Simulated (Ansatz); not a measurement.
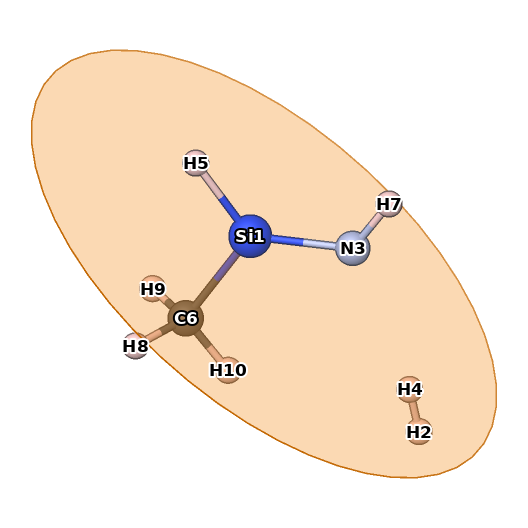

A disc through the centre of mass is drawn in. Depth is shown by fading: the farther an atom, the more it takes the colour of the background. The computed structure is the end point of a PBE0-D4/def2-TZVP optimisation.

Is the plane of the disc a mirror plane of the structure?

Answer. No. The point group is Cs, with 1 mirror plane, and this plane isn't one of its mirror planes.
